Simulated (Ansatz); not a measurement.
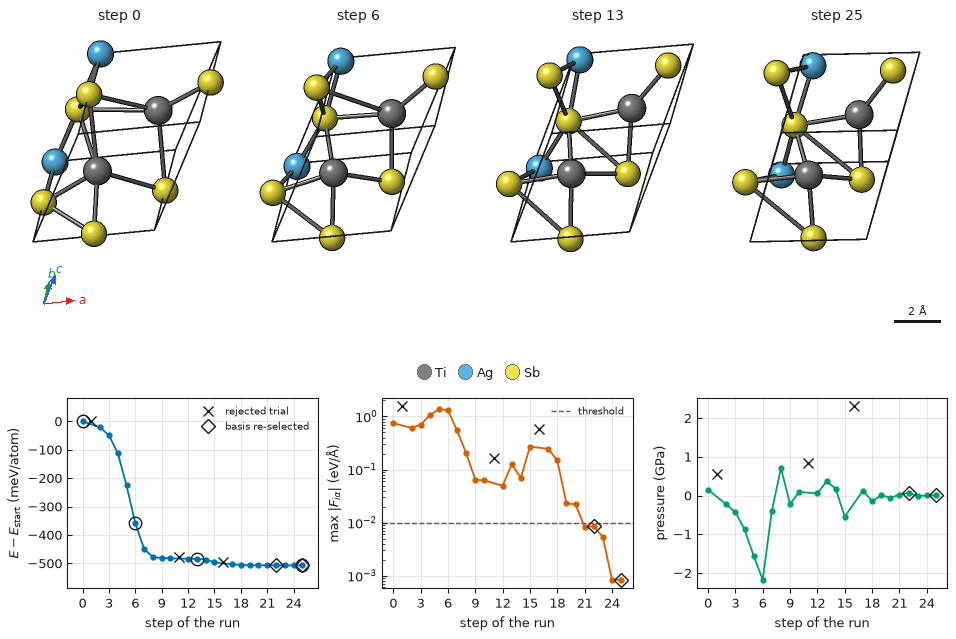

Frames of a relaxation of a crystal of Ti2AgSb3 (built on the Li2GaCu3-166 type type), marked on the history of the run. The picture is a ball-and-stick view of the cell of the calculation, seen from a free direction.

Case: shaken.

Method: DFT, PBEsol, plane waves, PAW (Ansatz 0.2.0). Settings: plane-wave cutoff 420 eV; k-point mesh 4 × 4 × 4; occupations fermi dirac; smearing width 0.05 eV; no spin polarisation; cell and atoms relaxed; force threshold 0.01 eV/Å; at most 120 steps.

What happens along the run?

Answer. The atom that moves furthest relative to the cell is a Sb atom (1.33 Å along [−1 0 1]). Largest moves by element: Sb 1.33 Å, Ag 0.69 Å, Ti 0.23 Å. Cell: a 5.473 → 5.320 Å (−2.8 %), b 5.451 → 5.226 Å (−4.1 %), c 5.510 → 5.320 Å (−3.5 %), α 68.8° → 67.1°, β 68.2° → 79.8°, γ 68.4° → 67.1°. Volume −8.5 %. Some distances before and after: Sb–Sb 5.229 → 3.555 Å, Sb–Ti 3.513 → 4.951 Å, Sb–Sb 5.244 → 3.806 Å, Sb–Ti 3.740 → 4.951 Å. Bond angles that change, for instance: Sb–Ag–Sb 177.9° → 104.5°, Sb–Ag–Sb 111.3° → 70.2°, Sb–Ag–Sb 108.1° → 70.2°. The space group (tolerance 0.01 Å) goes from P1 (No. 1) to C2 (No. 5). Over 20 accepted moves (25 points after the start) the energy falls by 507 meV per atom. Largest force component: 0.75 eV/Å at the start, 0.00084 eV/Å at the end. The pressure goes from 0.16 to 0.01 GPa. The line search rejected the trial steps at points 1, 11, 16 of the run. The SCF was repeated twice at an unchanged geometry on a basis and grid sized afresh for the cell, which shifted the energy by 0.2 meV per atom at most. The run took 4.1 min on 2 threads of Arm Neoverse V2, with other jobs on the host, peak memory 0.56 GiB. From step 0 to 6: a Sb atom moves most (0.73 Å), volume −5.7 %, energy −359 meV per atom. From step 6 to 13: a Sb atom moves most (0.43 Å), volume −4.9 %, energy −125 meV per atom. From step 13 to 25: a Sb atom moves most (0.32 Å), volume +1.9 %, energy −22.8 meV per atom.
